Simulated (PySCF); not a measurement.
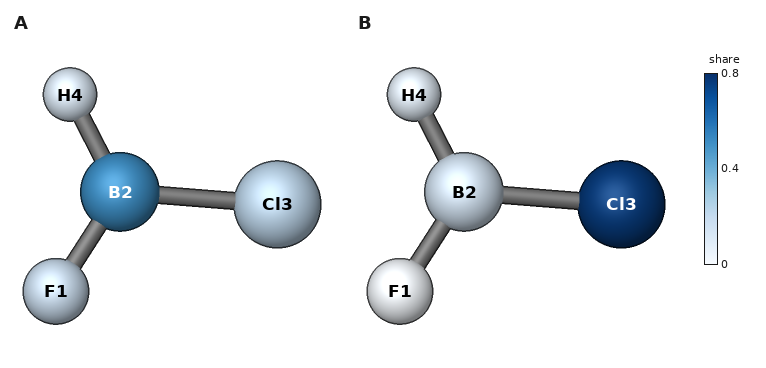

Each panel colours the atoms by their Löwdin share in one orbital (up to four of the largest shares; other atoms are shown as zero). The computed structure is the end point of a PBE0-D3(BJ)/def2-SVP optimisation. No frequency run is at hand to confirm it as a minimum. Method: PBE0/def2-SVPD (PySCF 2.14.0).

The panels show the HOMO, LUMO, in some order. Which is which?

A: LUMO, −1.23 eV; B2 0.51, Cl3 0.22, F1 0.17, H4 0.10
B: HOMO, −9.59 eV; Cl3 0.77, B2 0.14, H4 0.07
